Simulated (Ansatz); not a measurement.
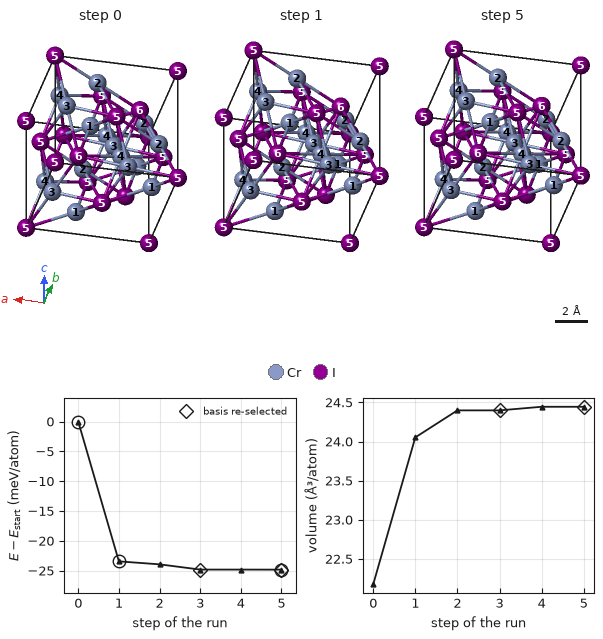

Frames of a relaxation of crystalline Cr2I (built on the cubic Laves (C15)_227 type), marked on the history of the run. Style: ball-and-stick. Shown: the conventional cell (4 times the calculation's cell), from a free direction. Lengths and directions refer to the drawn axes.

Case: cubic Laves (C15) type (Fd-3m, No. 227).

The calculation used DFT PBE, scalar-relativistic, plane waves, PAW (Ansatz).

Input
```yaml
crystal:
  lattice:
    - [0.0, 4.051887196, 4.051887196]
    - [4.051887196, 0.0, 4.051887196]
    - [4.051887196, 4.051887196, 0.0]
  atoms:
    - { symbol: Cr, position: [0.625, 0.625, 0.625], spin: 4.15 }
    - { symbol: Cr, position: [0.125, 0.625, 0.625], spin: 4.15 }
    - { symbol: Cr, position: [0.625, 0.625, 0.125], spin: 4.15 }
    - { symbol: Cr, position: [0.625, 0.125, 0.625], spin: 4.15 }
    - { symbol: I, position: [0.0, 0.0, 0.0] }
    - { symbol: I, position: [0.25, 0.25, 0.25] }
basis:
  ecutwfc: 420
kpoints:
  mp_grid: { grid: [8, 8, 8] }
hamiltonian:
  xc: pbe
scf:
  occupations: { method: gaussian, width: 0.1 }
output:
  forces: true
  stress: true
  eigenvalues: true
  populations: true
magnetization:
  spin_polarized: true
relax:
  adjacent_minimum: "off"
  f_tol: 0.01
  max_steps: 80
  cell: { stress_tol: 0.05 }
```

Run as
```bash
ansatz run input.yaml --threads 1 --pin off --max-ram 2560MiB --backend cpu --events-out ev --progress --plain --runs-dir out
```

**What happens along the run?**

The energy falls by 24.8 meV per atom in 3 accepted moves (5 points after the start). All forces vanish by symmetry, so only the cell relaxes. Pressure: 3.75 GPa at the start and 0.00 GPa at the end. The SCF was repeated twice at an unchanged geometry on a basis and grid sized afresh for the cell, which shifted the energy by 0.9 meV per atom at most. No atom moves by more than 0.005 Å relative to the cell. Cell: a = b = c 8.104 → 8.371 Å (+3.3 %). Volume +10.2 %. Near-neighbour distances that change, for instance: Cr1–I5 3.360 → 3.471 Å. The space group stays Fd-3m (No. 227). The run may lie on a higher electronic state than the lowest, so the end point isn't shown to be the ground-state structure. Cost: 5 min on 1 thread of Arm Neoverse V1, with other jobs on the host, peak memory 0.7 GiB. From step 0 to 1: volume +8.5 %, energy −23.4 meV per atom. From step 1 to 5: volume +1.6 %, energy −1.4 meV per atom.
